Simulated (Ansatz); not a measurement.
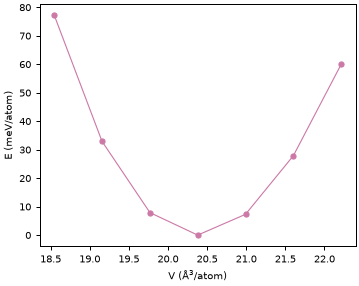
Fig. 1. ZrTa (CsCl type, space group No. 221) under volume change, PBE (plane waves, PAW; program Ansatz), scaled uniformly.

Q: What does a third-order Birch–Murnaghan fit give for V₀, B₀ and B′?

A: V₀ = 20.38 Å³/atom, B₀ = 131 GPa, B′ = 3.2.

Space group Pm-3m (CsCl type). The start of the workflow was typed in or built on a structure type; neither database checked (COD, Materials Project) lists it. Its standing as an ambient phase is unchecked. The cell was relaxed with PBE under the symmetry of its start; whether a distortion lowers the energy is not shown. No spin polarisation was allowed. Its formation energy is positive at this level, so the cell may be metastable or incomplete. Spin–orbit coupling is left out wherever it is not named.

Potentials: the later of the program's two PAW sets.
